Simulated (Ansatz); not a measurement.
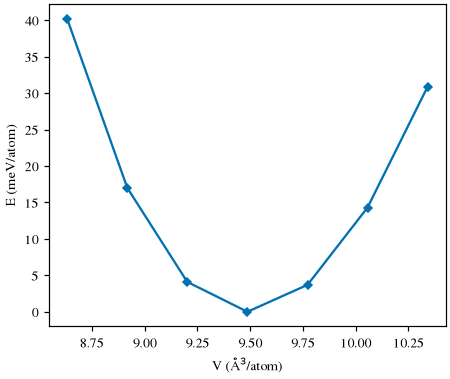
Figure. MgB$_{2}$ in space group P6/mmm (No. 191; Mg on 1a, B on 2d) under volume change, the program Ansatz at the PBEsol level (PAW), shape and atoms relaxed at each volume.

Question: What does a third-order Birch–Murnaghan fit give for V₀, B₀ and B′?

Answer: V₀ = 9.49 Å³/atom, B₀ = 146 GPa, B′ = 3.4.

Symmetry was held in the PBEsol relaxation; of distortions, only those at the zone centre were tested.

Potentials: the later of the program's two PAW sets.
